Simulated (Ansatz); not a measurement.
# H4O3Si: the cost of one run

Program: Ansatz 0.2.0. Level of theory: RKS r2SCAN-D4/def2-SVP. These are calculated values, not measurements.

### Step 1. The system as given

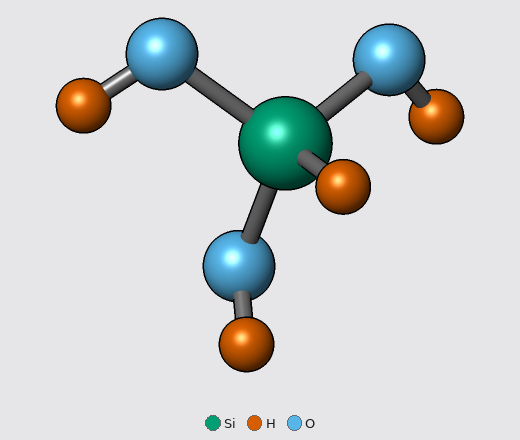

The starting structure, seen from a chosen angle (silicon teal, hydrogen orange, oxygen blue).

Structure file:

```xyz
8

Si    0.0000    0.0000    0.0000
H     0.0000    0.0000    1.4600
O     1.5842    0.0000   -0.5594
H     1.9006   -0.9521   -0.6761
O    -0.7913    1.3709   -0.5594
H    -1.7491    1.1401   -0.7818
O    -0.7913   -1.3709   -0.5594
H    -1.2459   -1.8365    0.2129
```

### Step 2. Relaxing the start

Contents of input.yaml:

```yaml
crystal:
  periodic: [false, false, false]
  atoms:
    - { symbol: Si, position_ang: [0.0, 0.0, 0.0] }
    - { symbol: H, position_ang: [0.0, 0.0, 1.46] }
    - { symbol: O, position_ang: [1.5842, 0.0, -0.5594] }
    - { symbol: H, position_ang: [1.9006, -0.9521, -0.6761] }
    - { symbol: O, position_ang: [-0.7913, 1.3709, -0.5594] }
    - { symbol: H, position_ang: [-1.7491, 1.1401, -0.7818] }
    - { symbol: O, position_ang: [-0.7913, -1.3709, -0.5594] }
    - { symbol: H, position_ang: [-1.2459, -1.8365, 0.2129] }
basis:
  gaussian: { orbitals: def2-SVP }
hamiltonian:
  xc: r2scan
  dispersion: d4
relax:
  f_tol: 0.02
  max_steps: 40
```

Started as:

```console
$ ansatz run input.yaml --threads 2 --pin off --max-ram 3072MiB --backend cpu --events-out ev --progress --plain --runs-dir out
```

**Question.** How long does this run take on 2 threads of Arm Neoverse V1, shared host, and how much memory does it need?

About 31 s, with a peak of 0.16 GiB.
